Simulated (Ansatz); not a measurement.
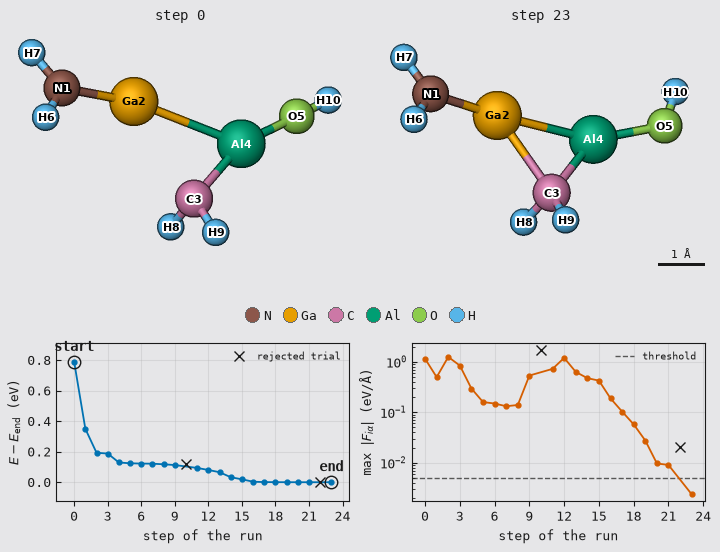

First and last geometry of a relaxation of CH5AlGaNO, with the history of the run. The picture is a ball-and-stick view, seen at a tilt.

The start comes from GFN2-xTB.

All numbers below come from RKS PBE0-D4/def2-TZVP in Ansatz 0.2.0.

Input
```yaml
crystal:
  periodic: [false, false, false]
  atoms:
    - {symbol: N, position_ang: [-2.823030, 0.185210, -0.203240]}
    - {symbol: Ga, position_ang: [-0.973350, 0.235020, -0.564310]}
    - {symbol: C, position_ang: [0.672880, -0.632700, 1.124280]}
    - {symbol: Al, position_ang: [1.659770, 0.251750, -0.281440]}
    - {symbol: O, position_ang: [2.913270, 0.840290, -1.180110]}
    - {symbol: H, position_ang: [-3.225660, -0.143420, 0.670760]}
    - {symbol: H, position_ang: [-3.602890, 0.446960, -0.797480]}
    - {symbol: H, position_ang: [0.717730, -1.688680, 0.776820]}
    - {symbol: H, position_ang: [1.034070, -0.671340, 2.164220]}
    - {symbol: H, position_ang: [3.627220, 1.176910, -1.709500]}
basis:
  gaussian: {orbitals: def2-TZVP}
hamiltonian: {xc: pbe0, dispersion: d4}
relax: {f_tol: 0.005, max_steps: 150}
```

Launched with:
```bash
ansatz run in.yaml --threads 4 --pin off --events-out ev --progress --plain --max-ram 10444MiB
```

**Read the history and describe the run.**

It converged. The largest moves after the best rigid fit, 0.37 Å, are those of H9 and H10. By element the largest moves are H 0.37 Å, Ga 0.31 Å, O 0.31 Å, Al 0.29 Å, N 0.23 Å, C 0.17 Å. Near-neighbour distances that change, for instance: Ga2–C3 2.513 → 2.072 Å, Ga2–Al4 2.648 → 2.395 Å, N1–Ga2 1.885 → 1.812 Å, Al4–O5 1.651 → 1.692 Å. Among the angles between lasting bonds that change: Al4–O5–H10 179.1° → 124.3°, Ga2–Al4–O5 134.4° → 156.7°, C3–Al4–O5 161.3° → 140.0°. Over 21 accepted moves (23 points after the start) the energy falls by 0.788 eV. The largest force component goes from 1.2 to 0.0024 eV/Å. The line search rejected the trial steps at points 10, 22 of the run. Cost: 53 s on 4 threads of Intel Xeon 6975P-C, with other jobs on the host.

```
step  E − E(0), eV  largest force component, eV/Å      note
   0        0.0000                         1.1521          
   1       -0.4382                         0.4980          
   2       -0.5948                         1.2532          
   3       -0.6001                         0.8437          
   4       -0.6585                         0.2956          
   5       -0.6638                         0.1595          
   6       -0.6656                         0.1490          
   7       -0.6664                         0.1319          
   8       -0.6703                         0.1394          
   9       -0.6753                         0.5353          
  10       -0.6657                         1.7205  rejected
  11       -0.6943                         0.7258          
  12       -0.7077                         1.1995          
  13       -0.7223                         0.6326          
  14       -0.7551                         0.4752          
  15       -0.7688                         0.4248          
  16       -0.7846                         0.1887          
  17       -0.7870                         0.1032          
  18       -0.7875                         0.0576          
  19       -0.7878                         0.0275          
  20       -0.7879                         0.0097          
  21       -0.7879                         0.0090          
  22       -0.7879                         0.0206  rejected
  23       -0.7879                         0.0024
```
